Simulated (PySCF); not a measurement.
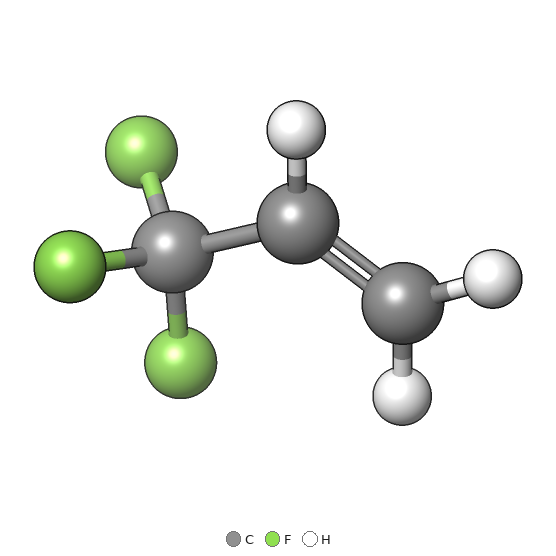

The picture shows a molecular structure as a ball-and-stick model. Multiple sticks mark multiple bonds (one Kekulé form).

Computed geometry: PBE0-D3(BJ)/def2-SVP optimisation. No frequency run is at hand to confirm it as a minimum.

Count the atoms of each element.

Answer. C₃H₃F₃, 9 atoms: 3 carbon, 3 hydrogen and 3 fluorine.

Name functional groups in it.

Answer. Among them: alkene, C–F bond.

Count the bonded pairs by element.

Answer. 3 C–F, 3 C–H, 2 C–C.

The parts below concern this one geometry. Atoms keep their numbers from picture to picture.

### Geometry

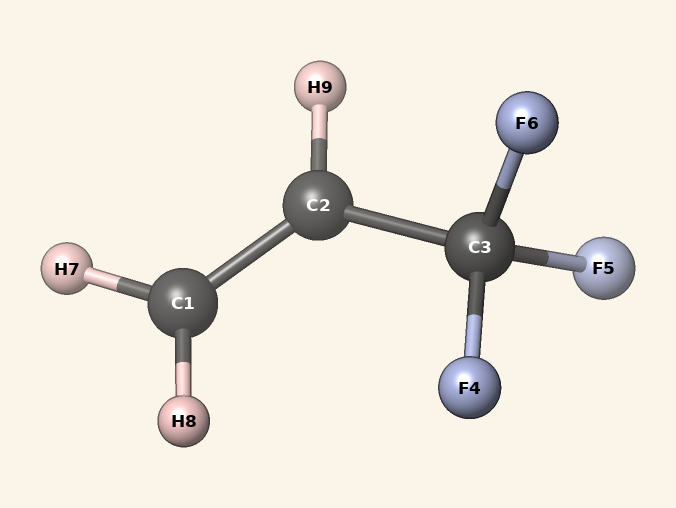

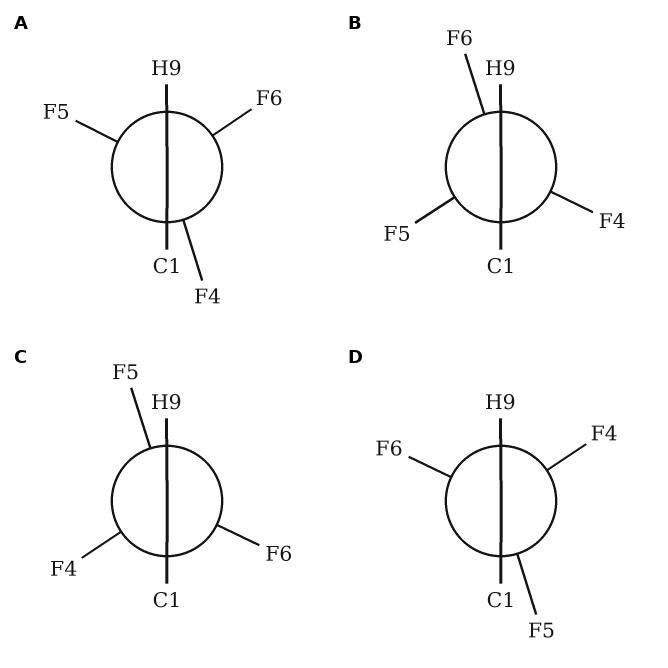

Atoms fade into the background with distance from the viewer. Bonds that would overlap in a projection are set slightly apart. No frequency run is at hand to confirm it as a minimum.

Which Newman projection shows the view along C2–C3, with C2 in front?

Answer. A. The torsion angle C1–C2–C3–F4 is −4°, synperiplanar (eclipsed).

### Electronic properties

No frequency run is at hand to confirm it as a minimum. Method: PBE0/pcSseg-0, gas phase (PySCF 2.14.0).

What does the calculation give?

- dipole moment: 2.58 D
- HOMO energy (Kohn–Sham orbital): −8.98 eV
- LUMO energy (Kohn–Sham orbital): −0.80 eV
- HOMO–LUMO gap: 8.18 eV

### Bond orders

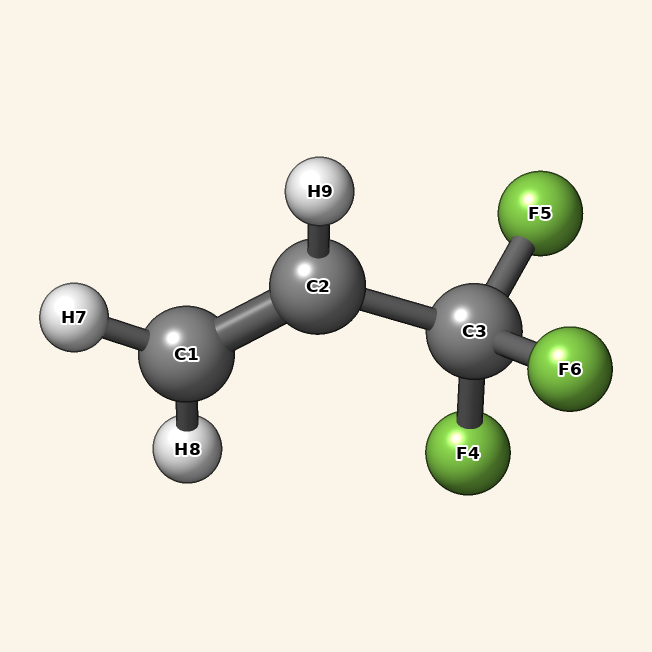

The thickness of each stick grows with its Mayer bond order. No frequency run is at hand to confirm it as a minimum. Level of theory: PBE0/cc-pVTZ (PySCF 2.14.0).

Which bond has the highest Mayer bond order?

Answer. C1–C2, 1.87, at a length of 1.329 Å.

List the Mayer bond orders of C1–C2, C1–H7, C1–H8, C2–C3, C2–H9, C3–F4, C3–F5, C3–F6. Atoms whose distances differ by more than 0.02 Å in this geometry are listed apart.

| bond | Mayer order | length (Å) |
| --- | --- | --- |
| C1–C2 | 1.87 | 1.329 |
| C1–H7 | 0.96 | 1.092 |
| C1–H8 | 0.96 | 1.093 |
| C2–C3 | 1.01 | 1.495 |
| C2–H9 | 0.95 | 1.094 |
| C3–F4 | 1.19 | 1.334 |
| C3–F5 | 1.18 | 1.338 |
| C3–F6 | 1.17 | 1.338 |

### NMR shielding

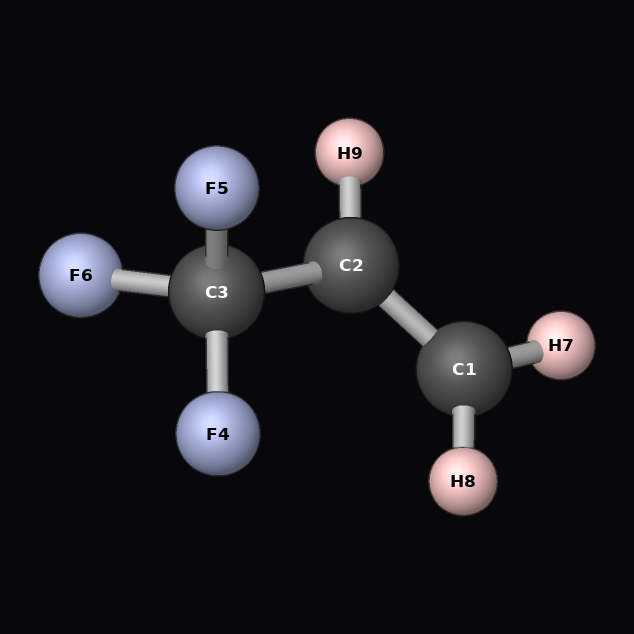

No frequency run is at hand to confirm it as a minimum. Level of theory: GIAO PBE0/cc-pVDZ NMR shielding, non-relativistic, gas phase (PySCF 2.14.0). Principal shieldings σ11 ≤ σ22 ≤ σ33, span Ω = σ33 − σ11, skew κ = 3(σiso − σ22)/Ω.

Which C atom has the most anisotropic shielding?

Answer. C1, with a span of 222 ppm.

Give the shielding tensors of the C atoms.

```
atom    σ11   σ22    σ33  σiso      Ω      κ
  C1  −37.7  73.6  184.3  73.4  221.9   0.00
  C2  −41.0  83.1  158.1  66.7  199.1  −0.25
  C3   66.8  73.7   79.8  73.4   13.0  −0.07
```

Shieldings and span in ppm.
